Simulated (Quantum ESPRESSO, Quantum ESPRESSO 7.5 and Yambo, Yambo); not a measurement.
# AlN (F-43m): G0W0 with Yambo, start to end

How does a plane-wave GW calculation on AlN (F-43m) run from the first input to the gap?

Method: PBE and many-body steps on it, plane waves, in Quantum ESPRESSO 7.5 and Yambo 5.3.0.

## Step 1: Set-up

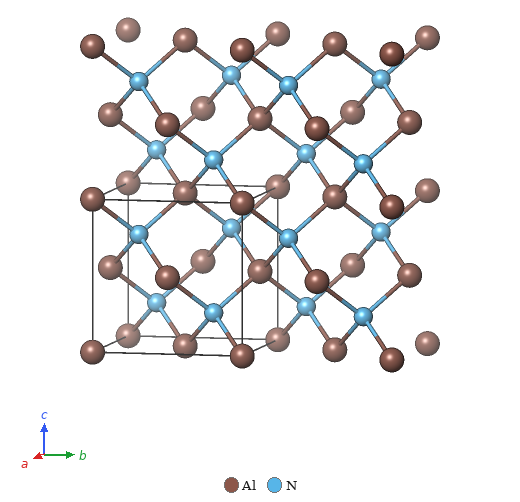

Start, viewed slightly off an axis; aluminium brown, nitrogen blue. 1×2×2 cells are drawn. This picture shows the conventional cell, with its axes. Bonds to atoms that aren't drawn are left out. Some periodic images of atoms are drawn too.

The cell and positions are those that the Materials Project relaxed with its own functionals (PBE, PBE+U or r2SCAN), kept fixed. This is not the form that AlN usually takes at ambient conditions.

## Step 2: Ground state

This step: Quantum ESPRESSO 7.5; DFT, PBE, plane waves, norm-conserving pseudopotentials.

The ground-state density comes first.

File pw.in:

```
&control
  calculation = 'scf'
  prefix = 'x'
  outdir = 'o'
  pseudo_dir = 'pseudo'
/
&system
  ibrav = 0
  nat = 2
  ntyp = 2
  ecutwfc = 72.0
  nbnd = 9
  force_symmorphic = .true.
/
&electrons
  conv_thr = 1e-10
  electron_maxstep = 80
  mixing_beta = 0.5
/
ATOMIC_SPECIES
  Al 26.982 Al.upf
  N 14.007 N.upf
CELL_PARAMETERS angstrom
  -0.0000000000 2.1839935596 2.1839935596
  2.1839935596 -0.0000000000 2.1839935596
  2.1839935596 2.1839935596 -0.0000000000
ATOMIC_POSITIONS crystal
  Al 0.0000000000 0.0000000000 0.0000000000
  N 0.7500000000 0.7500000000 0.7500000000
K_POINTS automatic
  8 8 8 0 0 0
```

Command:

```sh
$ OMP_NUM_THREADS=1 mpirun -n 8 pw.x -nk 8 -in pw.in > pw.out
```

Output:

```text
Program PWSCF v.7.5 starts

     This program is part of the open-source Quantum ESPRESSO suite
     for quantum simulation of materials; please cite
         "P. Giannozzi et al., J. Phys.:Condens. Matter 21 395502 (2009);
         "P. Giannozzi et al., J. Phys.:Condens. Matter 29 465901 (2017);
         "P. Giannozzi et al., J. Chem. Phys. 152 154105 (2020);
     in publications or presentations arising from this work. More details at
     Message from routine setup:
     using ibrav=0 with symmetry is DISCOURAGED, use correct ibrav instead

     G-vector sticks info

     bravais-lattice index     =            0
     lattice parameter (alat)  =       5.8367  a.u.
     unit-cell volume          =     140.5985 (a.u.)^3
     number of atoms/cell      =            2
     number of atomic types    =            2
     number of electrons       =         8.00
     number of Kohn-Sham states=            9
     kinetic-energy cutoff     =      72.0000  Ry
     charge density cutoff     =     288.0000  Ry
     scf convergence threshold =      1.0E-10
     mixing beta               =       0.5000
     number of iterations used =            8  plain     mixing
     Exchange-correlation= PBE
                           (   1   4   3   4   0   0   0)

     celldm(1)=   5.836671  celldm(2)=   0.000000  celldm(3)=   0.000000
     celldm(4)=   0.000000  celldm(5)=   0.000000  celldm(6)=   0.000000

     crystal axes: (cart. coord. in units of alat)
               a(1) = (  -0.000000   0.707107   0.707107 )
               a(2) = (   0.707107  -0.000000   0.707107 )
               a(3) = (   0.707107   0.707107  -0.000000 )

     reciprocal axes: (cart. coord. in units 2 pi/alat)
               b(1) = ( -0.707107  0.707107  0.707107 )
               b(2) = (  0.707107 -0.707107  0.707107 )
               b(3) = (  0.707107  0.707107 -0.707107 )
     Pseudo is Norm-conserving + core correction, Zval =  3.0
     Generated using ONCVPSP code by D. R. Hamann
     Using radial grid of 1876 points,  6 beta functions with:
     Pseudo is Norm-conserving + core correction, Zval =  5.0
     Generated using ONCVPSP code by D. R. Hamann
     Using radial grid of 1058 points,  4 beta functions with:
     Al                3.00    26.98200     Al( 1.00)
     N                 5.00    14.00700     N ( 1.00)

     24 Sym. Ops. (no inversion) found

   Cartesian axes

     site n.     atom                  positions (alat units)
         1        Al     tau(   1) = (   0.0000000   0.0000000   0.0000000  )
         2        N      tau(   2) = (   1.0606602   1.0606602   1.0606602  )

     number of k points=    29
                       cart. coord. in units 2pi/alat
        k(    1) = (   0.0000000   0.0000000   0.0000000), wk =   0.0039062
        k(    2) = (   0.0883883   0.0883883  -0.0883883), wk =   0.0312500
        k(    3) = (   0.1767767   0.1767767  -0.1767767), wk =   0.0312500
        k(    4) = (   0.2651650   0.2651650  -0.2651650), wk =   0.0312500
        k(    5) = (  -0.3535534  -0.3535534   0.3535534), wk =   0.0156250
        k(    6) = (   0.1767767   0.0000000   0.0000000), wk =   0.0234375
        k(    7) = (   0.2651650   0.0883883  -0.0883883), wk =   0.0937500
        k(    8) = (   0.3535534   0.1767767  -0.1767767), wk =   0.0937500
        k(    9) = (  -0.2651650  -0.4419417   0.4419417), wk =   0.0937500
        k(   10) = (  -0.1767767  -0.3535534   0.3535534), wk =   0.0937500
     [... 17 further rows ...]
        k(   28) = (  -0.7071068   0.1767767  -0.0000000), wk =   0.0468750
        k(   29) = (  -0.7071068   0.3535534   0.0000000), wk =   0.0234375

     Dense  grid:    11575 G-vectors     FFT dimensions: (  32,  32,  32)

     Initial potential from superposition of free atoms

     starting charge       7.9975, renormalised to       8.0000
     Starting wfcs are    8 randomized atomic wfcs +    1 random wfcs

     per-process dynamical memory:    11.6 Mb

     Self-consistent Calculation

     iteration #  1     ecut=    72.00 Ry     beta= 0.50

     total energy              =     -25.41046356 Ry
     estimated scf accuracy    <       0.59622317 Ry

     iteration #  2     ecut=    72.00 Ry     beta= 0.50

     total energy              =     -25.57268590 Ry
     estimated scf accuracy    <       0.07135400 Ry

     iteration #  3     ecut=    72.00 Ry     beta= 0.50

     total energy              =     -25.58431093 Ry
     estimated scf accuracy    <       0.00446948 Ry

     iteration #  4     ecut=    72.00 Ry     beta= 0.50

     total energy              =     -25.58486038 Ry
     estimated scf accuracy    <       0.00103034 Ry

     iteration #  5     ecut=    72.00 Ry     beta= 0.50

     total energy              =     -25.58488936 Ry
     estimated scf accuracy    <       0.00009426 Ry

     iteration #  6     ecut=    72.00 Ry     beta= 0.50

     total energy              =     -25.58492155 Ry
     estimated scf accuracy    <       0.00003751 Ry

     iteration #  7     ecut=    72.00 Ry     beta= 0.50

     total energy              =     -25.58492377 Ry
     estimated scf accuracy    <       0.00000321 Ry

     iteration #  8     ecut=    72.00 Ry     beta= 0.50

     total energy              =     -25.58492416 Ry
     estimated scf accuracy    <       0.00000019 Ry

     iteration #  9     ecut=    72.00 Ry     beta= 0.50

     total energy              =     -25.58492420 Ry
     estimated scf accuracy    <       0.00000002 Ry

     iteration # 10     ecut=    72.00 Ry     beta= 0.50

     total energy              =     -25.58492420 Ry
     estimated scf accuracy    <          6.0E-09 Ry

     iteration # 11     ecut=    72.00 Ry     beta= 0.50

     total energy              =     -25.58492420 Ry
     estimated scf accuracy    <          2.2E-09 Ry

     iteration # 12     ecut=    72.00 Ry     beta= 0.50

     End of self-consistent calculation

          k = 0.0000 0.0000 0.0000 (  1459 PWs)   bands (ev):

    -8.0105   6.9566   6.9566   6.9566  11.1487  19.5460  19.5460  19.5460
    24.7019

          k = 0.0884 0.0884-0.0884 (  1438 PWs)   bands (ev):

    -7.7834   5.7786   6.8782   6.8782  12.0884  18.9662  19.7142  19.7142
    23.1487

          k = 0.1768 0.1768-0.1768 (  1447 PWs)   bands (ev):

    -7.1599   3.6989   6.7011   6.7011  13.4084  17.9339  19.3059  19.3059
    23.2695

          k = 0.2652 0.2652-0.2652 (  1441 PWs)   bands (ev):

     [... further k-points ...]

     highest occupied, lowest unoccupied level (ev):     6.9566   10.2814

!    total energy              =     -25.58492420 Ry
     estimated scf accuracy    <          5.2E-11 Ry

     The total energy is the sum of the following terms:
     one-electron contribution =      -0.92916136 Ry
     hartree contribution      =       5.64189831 Ry
     xc contribution           =      -8.49770195 Ry
     ewald contribution        =     -21.79995921 Ry

     convergence has been achieved in  12 iterations

     XML data file, charge density, pseudopotentials, collected wavefunctions

=------------------------------------------------------------------------------=
   JOB DONE.
=------------------------------------------------------------------------------=
```

Run time: 1.6 s. Hardware: 8 MPI ranks of Arm Neoverse V2, shared host; peak memory 0.05 GiB.

This step gave:

```yaml
total_energy: -348.1006 eV
gap: 3.325 eV
k_of_the_valence_top: 0, 0, 0
k_of_the_conduction_bottom: 0, -0.5, -0.5
least_direct_gap: 4.192 eV
```

The gap is indirect, with the least direct gap 0.87 eV higher.

## Step 3: Bands along the symmetry lines

The cheap functional maps the bands first; the places of the edges decide which points the dearer methods must see.

File pw.in:

```
&control
  calculation = 'bands'
  prefix = 'x'
  outdir = 'o'
  pseudo_dir = 'pseudo'
/
&system
  ibrav = 0
  nat = 2
  ntyp = 2
  ecutwfc = 72.0
  nbnd = 10
  force_symmorphic = .true.
/
&electrons
  conv_thr = 1e-9
  electron_maxstep = 80
  diago_full_acc = .true.
  diago_thr_init = 5e-6
/
ATOMIC_SPECIES
  Al 26.982 Al.upf
  N 14.007 N.upf
CELL_PARAMETERS angstrom
  -0.0000000000 2.1839935596 2.1839935596
  2.1839935596 -0.0000000000 2.1839935596
  2.1839935596 2.1839935596 -0.0000000000
ATOMIC_POSITIONS crystal
  Al 0.0000000000 0.0000000000 0.0000000000
  N 0.7500000000 0.7500000000 0.7500000000
K_POINTS crystal
  50
  0.00000000 0.00000000 0.00000000 1
  -0.06250000 -0.06250000 0.00000000 1
  -0.12500000 -0.12500000 0.00000000 1
  -0.18750000 -0.18750000 0.00000000 1
  -0.25000000 -0.25000000 0.00000000 1
  -0.31250000 -0.31250000 0.00000000 1
  -0.37500000 -0.37500000 0.00000000 1
  -0.43750000 -0.43750000 0.00000000 1
  -0.50000000 -0.50000000 0.00000000 1
  -0.48437500 -0.48437500 0.03125000 1
  -0.46875000 -0.46875000 0.06250000 1
  -0.45312500 -0.45312500 0.09375000 1
  -0.43750000 -0.43750000 0.12500000 1
  -0.42187500 -0.42187500 0.15625000 1
  -0.40625000 -0.40625000 0.18750000 1
  -0.39062500 -0.39062500 0.21875000 1
  -0.37500000 -0.37500000 0.25000000 1
  -0.37500000 0.00000000 0.37500000 1
  -0.32812500 0.00000000 0.32812500 1
  -0.28125000 0.00000000 0.28125000 1
  -0.23437500 0.00000000 0.23437500 1
  -0.18750000 0.00000000 0.18750000 1
  -0.14062500 0.00000000 0.14062500 1
  -0.09375000 0.00000000 0.09375000 1
  -0.04687500 0.00000000 0.04687500 1
  0.00000000 0.00000000 0.00000000 1
  0.00000000 0.00000000 0.06250000 1
  0.00000000 0.00000000 0.12500000 1
  0.00000000 0.00000000 0.18750000 1
  0.00000000 0.00000000 0.25000000 1
  0.00000000 0.00000000 0.31250000 1
  0.00000000 0.00000000 0.37500000 1
  0.00000000 0.00000000 0.43750000 1
  0.00000000 0.00000000 0.50000000 1
  -0.06250000 -0.03125000 0.46875000 1
  -0.12500000 -0.06250000 0.43750000 1
  -0.18750000 -0.09375000 0.40625000 1
  -0.25000000 -0.12500000 0.37500000 1
  -0.31250000 -0.15625000 0.34375000 1
  -0.37500000 -0.18750000 0.31250000 1
  -0.43750000 -0.21875000 0.28125000 1
  -0.50000000 -0.25000000 0.25000000 1
  -0.50000000 -0.28125000 0.21875000 1
  -0.50000000 -0.31250000 0.18750000 1
  -0.50000000 -0.34375000 0.15625000 1
  -0.50000000 -0.37500000 0.12500000 1
  -0.50000000 -0.40625000 0.09375000 1
  -0.50000000 -0.43750000 0.06250000 1
  -0.50000000 -0.46875000 0.03125000 1
  -0.50000000 -0.50000000 0.00000000 1
```

Output:

```text
[banner, memory and clock lines left out]
Program PWSCF v.7.5 starts

     Atomic positions and unit cell read from directory:
     o/x.save/

     Message from routine setup:
     using ibrav=0 with symmetry is DISCOURAGED, use correct ibrav instead

     G-vector sticks info

     bravais-lattice index     =            0
     lattice parameter (alat)  =       5.8367  a.u.
     unit-cell volume          =     140.5985 (a.u.)^3
     number of atoms/cell      =            2
     number of atomic types    =            2
     number of electrons       =         8.00
     number of Kohn-Sham states=           10
     kinetic-energy cutoff     =      72.0000  Ry
     charge density cutoff     =     288.0000  Ry
     Exchange-correlation= PBE
                           (   1   4   3   4   0   0   0)

     celldm(1)=   5.836671  celldm(2)=   0.000000  celldm(3)=   0.000000
     celldm(4)=   0.000000  celldm(5)=   0.000000  celldm(6)=   0.000000

     crystal axes: (cart. coord. in units of alat)
               a(1) = (  -0.000000   0.707107   0.707107 )
               a(2) = (   0.707107  -0.000000   0.707107 )
               a(3) = (   0.707107   0.707107  -0.000000 )

     reciprocal axes: (cart. coord. in units 2 pi/alat)
               b(1) = ( -0.707107  0.707107  0.707107 )
               b(2) = (  0.707107 -0.707107  0.707107 )
               b(3) = (  0.707107  0.707107 -0.707107 )
     Pseudo is Norm-conserving + core correction, Zval =  3.0
     Generated using ONCVPSP code by D. R. Hamann
     Using radial grid of 1876 points,  6 beta functions with:
     Pseudo is Norm-conserving + core correction, Zval =  5.0
     Generated using ONCVPSP code by D. R. Hamann
     Using radial grid of 1058 points,  4 beta functions with:
     Al                3.00    26.98200     Al( 1.00)
     N                 5.00    14.00700     N ( 1.00)

     24 Sym. Ops. (no inversion) found

   Cartesian axes

     site n.     atom                  positions (alat units)
         1        Al     tau(   1) = (   0.0000000   0.0000000   0.0000000  )
         2        N      tau(   2) = (   1.0606602   1.0606602   1.0606602  )

     number of k points=    50
                       cart. coord. in units 2pi/alat
        k(    1) = (   0.0000000   0.0000000   0.0000000), wk =   0.0400000
        k(    2) = (   0.0000000   0.0000000  -0.0883883), wk =   0.0400000
        k(    3) = (   0.0000000   0.0000000  -0.1767767), wk =   0.0400000
[...]
[... 38 further rows ...]
        k(   49) = (   0.0441942  -0.0000000  -0.7071068), wk =   0.0400000
        k(   50) = (   0.0000000   0.0000000  -0.7071068), wk =   0.0400000

     Dense  grid:    11575 G-vectors     FFT dimensions: (  32,  32,  32)

     The potential is recalculated from file :
     o/x.save/charge-density

     Starting wfcs are    8 randomized atomic wfcs +    2 random wfcs

     Band Structure Calculation

     End of band structure calculation

          k = 0.0000 0.0000 0.0000 (  1459 PWs)   bands (ev):

    -8.0106   6.9565   6.9565   6.9565  11.1486  19.5460  19.5460  19.5460
    24.7019  24.7020

          k = 0.0000 0.0000-0.0884 (  1443 PWs)   bands (ev):

    -7.9338   6.6069   6.8734   6.8734  11.5309  19.2837  19.6564  19.6564
    22.9885  24.8199

          k = 0.0000 0.0000-0.1768 (  1439 PWs)   bands (ev):

    -7.7082   5.8262   6.6453   6.6453  12.3450  18.6407  19.9667  19.9667
    20.8183  25.1734

          k =-0.0000 0.0000-0.2652 (  1447 PWs)   bands (ev):

[...]
k = 0.0000 0.0000-0.3536 (  1475 PWs)   bands (ev):

[...]
k = 0.0000-0.0000-0.4419 (  1447 PWs)   bands (ev):

[...]
k =-0.0000 0.0000-0.5303 (  1451 PWs)   bands (ev):

[...]
k = 0.0000-0.0000-0.6187 (  1452 PWs)   bands (ev):

[...]
k = 0.5303-0.0000-0.5303 (  1472 PWs)   bands (ev):

[...]
k = 0.0000 0.0000 0.0000 (  1459 PWs)   bands (ev):

[...]
k = 0.1326 0.0000-0.7071 (  1448 PWs)   bands (ev):

[...]
k = 0.0884-0.0000-0.7071 (  1448 PWs)   bands (ev):

[...]
k = 0.0442-0.0000-0.7071 (  1442 PWs)   bands (ev):

    -5.3233   2.0804   5.1361   5.1367  10.3752  15.6803  20.8434  22.5096
    22.6842  30.5374

          k = 0.0000 0.0000-0.7071 (  1428 PWs)   bands (ev):

    -5.3253   2.0589   5.1811   5.1811  10.2814  15.6083  20.8765  22.6540
    22.6540  30.4717

     XML data file, pseudopotentials, collected wavefunctions
```

It took 1.2 s on 8 MPI ranks; peak memory 0.05 GiB.

This step gave:

| Property | Result |
| --- | --- |
| gap | 3.325 eV |
| k of the valence top | 0, 0, 0 |
| k of the conduction bottom | -0.5, -0.5, 0 |
| least direct gap | 4.192 eV |

The gap is 3.325 eV, as in the run before at this level.

The electronic bands at the labelled points (eV, zero at the top of the highest filled band; v1 is the highest filled band, c1 the lowest empty one):

```csv
point,v4,v3,v2,v1,c1,c2,c3,c4
Γ,-14.97,0.00,0.00,0.00,4.19,12.59,12.59,12.59
X,-12.28,-4.90,-1.78,-1.78,3.32,8.65,13.92,15.70
U,-12.30,-4.25,-3.63,-1.37,5.17,10.12,13.05,14.17
jump to K,-12.30,-4.25,-3.63,-1.37,5.17,10.12,13.05,14.17
Γ,-14.97,0.00,0.00,0.00,4.19,12.59,12.59,12.59
L,-12.92,-5.86,-0.48,-0.48,7.39,9.85,11.17,11.17
W,-12.23,-3.77,-3.44,-2.70,6.05,11.45,11.98,12.16
X,-12.28,-4.90,-1.78,-1.78,3.32,8.65,13.92,15.70
```

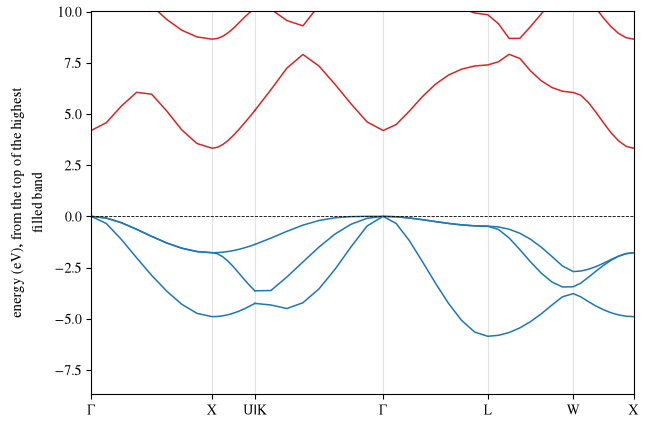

Electronic bands along the path; lines of filled and empty bands in two colours.

## Step 4: Empty states on the mesh, 4×4×4 mesh, 51 bands

The sums over transitions need many empty states on a uniform mesh; this step solves for them.

File pw.in:

```
&control
  calculation = 'nscf'
  prefix = 'x'
  outdir = 'o'
  pseudo_dir = 'pseudo'
/
&system
  ibrav = 0
  nat = 2
  ntyp = 2
  ecutwfc = 72.0
  nbnd = 51
  force_symmorphic = .true.
/
&electrons
  conv_thr = 1e-9
  electron_maxstep = 80
  diago_full_acc = .true.
  diago_thr_init = 5e-6
/
ATOMIC_SPECIES
  Al 26.982 Al.upf
  N 14.007 N.upf
CELL_PARAMETERS angstrom
  -0.0000000000 2.1839935596 2.1839935596
  2.1839935596 -0.0000000000 2.1839935596
  2.1839935596 2.1839935596 -0.0000000000
ATOMIC_POSITIONS crystal
  Al 0.0000000000 0.0000000000 0.0000000000
  N 0.7500000000 0.7500000000 0.7500000000
K_POINTS automatic
  4 4 4 0 0 0
```

Command:

```sh
$ OMP_NUM_THREADS=1 mpirun -n 8 pw.x -nk 4 -in pw.in > pw.out
```

Output:

```text
[banner, memory and clock lines left out]
Program PWSCF v.7.5 starts

     Atomic positions and unit cell read from directory:
     o/x.save/

     Message from routine setup:
     using ibrav=0 with symmetry is DISCOURAGED, use correct ibrav instead

     bravais-lattice index     =            0
     lattice parameter (alat)  =       5.8367  a.u.
     unit-cell volume          =     140.5985 (a.u.)^3
     number of atoms/cell      =            2
     number of atomic types    =            2
     number of electrons       =         8.00
     number of Kohn-Sham states=           51
     kinetic-energy cutoff     =      72.0000  Ry
     charge density cutoff     =     288.0000  Ry
     Exchange-correlation= PBE
                           (   1   4   3   4   0   0   0)

     celldm(1)=   5.836671  celldm(2)=   0.000000  celldm(3)=   0.000000
     celldm(4)=   0.000000  celldm(5)=   0.000000  celldm(6)=   0.000000

     crystal axes: (cart. coord. in units of alat)
               a(1) = (  -0.000000   0.707107   0.707107 )
               a(2) = (   0.707107  -0.000000   0.707107 )
               a(3) = (   0.707107   0.707107  -0.000000 )

     reciprocal axes: (cart. coord. in units 2 pi/alat)
               b(1) = ( -0.707107  0.707107  0.707107 )
               b(2) = (  0.707107 -0.707107  0.707107 )
               b(3) = (  0.707107  0.707107 -0.707107 )
     Pseudo is Norm-conserving + core correction, Zval =  3.0
     Generated using ONCVPSP code by D. R. Hamann
     Using radial grid of 1876 points,  6 beta functions with:
     Pseudo is Norm-conserving + core correction, Zval =  5.0
     Generated using ONCVPSP code by D. R. Hamann
     Using radial grid of 1058 points,  4 beta functions with:
     Al                3.00    26.98200     Al( 1.00)
     N                 5.00    14.00700     N ( 1.00)

     24 Sym. Ops. (no inversion) found

   Cartesian axes

     site n.     atom                  positions (alat units)
         1        Al     tau(   1) = (   0.0000000   0.0000000   0.0000000  )
         2        N      tau(   2) = (   1.0606602   1.0606602   1.0606602  )

     number of k points=     8
                       cart. coord. in units 2pi/alat
        k(    1) = (   0.0000000   0.0000000   0.0000000), wk =   0.0312500
        k(    2) = (   0.1767767   0.1767767  -0.1767767), wk =   0.2500000
        k(    3) = (  -0.3535534  -0.3535534   0.3535534), wk =   0.1250000
[...]
k(    7) = (  -0.7071068   0.0000000   0.0000000), wk =   0.0937500
        k(    8) = (  -0.7071068   0.3535534   0.0000000), wk =   0.1875000

     Dense  grid:    11575 G-vectors     FFT dimensions: (  32,  32,  32)

     The potential is recalculated from file :
     o/x.save/charge-density

     Starting wfcs are    8 randomized atomic wfcs +   43 random wfcs

     Band Structure Calculation

     End of band structure calculation

          k = 0.0000 0.0000 0.0000 (  1459 PWs)   bands (ev):

    -8.0106   6.9565   6.9565   6.9565  11.1486  19.5460  19.5460  19.5460
    24.7019  24.7019  26.0437  26.0437  26.0437  28.1059  33.0105  41.4952
    41.4952  41.4952  51.7409  51.7409  51.7409  53.4070  53.4070  57.3821
[...]
84.5552  84.5552  87.5365

          k = 0.1768 0.1768-0.1768 (  1447 PWs)   bands (ev):

[...]
91.8324  91.8324  92.3060

          k =-0.3536-0.3536 0.3536 (  1458 PWs)   bands (ev):

[...]
66.7775  71.3619  72.8126  74.8721  74.8721  77.2795  77.2795  78.2690
    82.0128  85.8657  85.8657  88.7863  88.7863  91.6992  91.6992  92.8200
    93.8518  93.8518  94.5716

          k = 0.3536 0.0000 0.0000 (  1475 PWs)   bands (ev):

     [... further k-points ...]

     highest occupied, lowest unoccupied level (ev):     6.9565   10.2814

     XML data file, pseudopotentials, collected wavefunctions
```

Elapsed: 1.2 s, on 8 MPI ranks; peak memory 0.05 GiB.

This step gave:

```yaml
gap: 3.325 eV
k_of_the_valence_top: 0, 0, 0
k_of_the_conduction_bottom: 0, -0.5, -0.5
least_direct_gap: 4.192 eV
k_points_computed: 8
lowest_point_of_the_top_converged_band_above_the_valence_top: 80.5799 eV
```

On this mesh the gap is 3.325 eV.

(Part 1 of 2 ends here.)

[Paths, hosts, dates, memory and timing lines, banners, echoed tables and standing remarks are left out of the program output.]

[Logs are printed without paths, hosts, clocks, repeated set-up lines and the standing remarks that a program may print on its own settings, such as how far it seeks lower states.]

[Runs of the session that timed out or met a known fault of the program may be left out.]

[Hosts, paths, dates, database ids (printed as entryN), source tags and the programs' standing remarks are cut or masked in the printed files.]
